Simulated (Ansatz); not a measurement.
The relaxed structure here is a generated cell of ScIr: the first start was made by placing the elements on the sites of a structure type, and the end was not matched to a known phase here, so it may be hypothetical.

A relaxed structure of ScIr. Space group P2₁3 (No. 198), AFLOW prototype AB_cP8_198_a_a (B20, as in FeSi). Method: PBE (plane waves to 420 eV, PAW, scalar-relativistic; Ansatz, a first-principles code).

```xyz
8
Lattice="5.1907 0.0000 0.0000 0.0000 5.1907 0.0000 0.0000 0.0000 5.1907" Properties=species:S:1:pos:R:3 pbc="T T T"
Sc     0.8244     0.8244     0.8244
Sc     3.4197     1.7710     4.3663
Sc     4.3663     3.4197     1.7710
Sc     1.7710     4.3663     3.4197
Ir     4.3864     4.3864     4.3864
Ir     1.7911     3.3996     0.8043
Ir     0.8043     1.7911     3.3996
Ir     3.3996     0.8043     1.7911
```

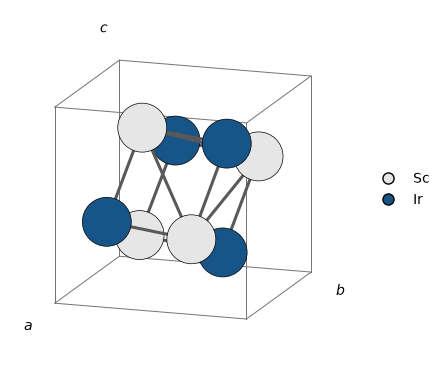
Fig. 1. The conventional cell of the relaxed structure

```json
{
 "volume_per_atom": "17.48 Å³",
 "band_gap": "no gap on the sampled points, where the bands overlap only slightly; such a result is sensitive to mesh and level",
 "shortest_distances": "Ir–Sc 2.75 Å; Ir–Ir 3.21 Å; Sc–Sc 3.22 Å",
 "k-mesh": "9×9×9"
}
```

Band energies at high-symmetry points (eV from the Fermi level; labels of this space group; no spin-orbit coupling), from −5 eV up to 2.4 eV:

```json
[
 {"point": "Γ", "energies": "-3.78 -3.78 -3.78 -3.27 -3.27 -3.27 -2.79 -2.79 -2.79 -2.40 -2.40 -2.40 -2.34 -2.09 -2.09 -1.54 -1.54 -1.54 -0.92 -0.92 -0.85 -0.85 -0.85 0.80 0.80 0.80 1.15 1.66 1.66 1.66"},
 {"point": "X", "energies": "-4.02 -4.02 -3.47 -3.47 -3.14 -3.14 -2.86 -2.86 -2.53 -2.53 -2.22 -2.22 -1.94 -1.94 -1.44 -1.44 -1.26 -1.26 -0.85 -0.85 -0.24 -0.24 0.85 0.85 1.10 1.10 1.58 1.58 2.10 2.10 2.24 2.24"},
 {"point": "M", "energies": "-4.88 -4.88 -4.10 -4.10 -3.54 -3.54 -3.49 -3.49 -3.12 -3.12 -2.52 -2.52 -2.07 -2.07 -2.06 -2.06 -1.62 -1.62 -1.34 -1.34 -0.96 -0.96 -0.92 -0.92 1.30 1.30 1.36 1.36 1.66 1.66 2.18 2.18"},
 {"point": "R", "energies": "-4.24 -4.24 -4.24 -4.24 -3.28 -3.28 -3.28 -3.28 -3.18 -3.18 -3.18 -3.18 -2.10 -2.10 -2.10 -2.10 -1.45 -1.45 -1.45 -1.45 -1.17 -1.17 -1.17 -1.17 0.86 0.86 0.86 0.86"},
 {"point": "X1", "energies": "-4.02 -4.02 -3.47 -3.47 -3.14 -3.14 -2.86 -2.86 -2.53 -2.53 -2.22 -2.22 -1.94 -1.94 -1.44 -1.44 -1.26 -1.26 -0.85 -0.85 -0.24 -0.24 0.85 0.85 1.10 1.10 1.58 1.58 2.10 2.10 2.24 2.24"}
]
```

No spin polarisation in the result. Spin-orbit coupling is missing; with elements this heavy it can move band edges by tenths of an eV or more.

The run could not lose the symmetry of its start: the end is stationary, and may be a saddle point rather than a minimum.
